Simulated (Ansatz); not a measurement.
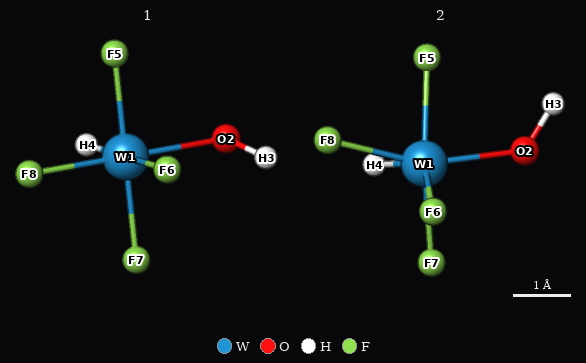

Two geometries of WH2OF4, drawn at one scale. One is the start of a relaxation, the other its converged end. Style: ball-and-stick. Shown face on.

These are results of RKS PBE0-D4/def2-SVP in Ansatz, not measurements. Set-up: no spin polarisation; force threshold 0.02 eV/Å; at most 40 steps.

Q: Which geometry has the lower energy?

A: Structure 2 is the relaxed one. The run prepares the start of a later molecular dynamics calculation, from a guessed geometry. H3 moves most after the best rigid fit: 1.03 Å. Largest moves by element: H 1.03 Å, F 0.89 Å, O 0.41 Å, W 0.21 Å. Some distances before and after: W1–O2 1.940 → 1.855 Å, O2–H3 1.010 → 0.966 Å, W1–H4 1.720 → 1.696 Å, W1–F5 1.850 → 1.871 Å. Among the angles between lasting bonds that change: H4–W1–F6 180.0° → 142.9°, F5–W1–F6 90.0° → 121.7°, F5–W1–F7 180.0° → 154.3°. The energy falls by 80.1 kJ/mol in 32 accepted moves (35 points after the start). Largest force component: 2 eV/Å at the start, 0.0059 eV/Å at the end. The line search rejected the trial steps at points 9, 21, 33 of the run.
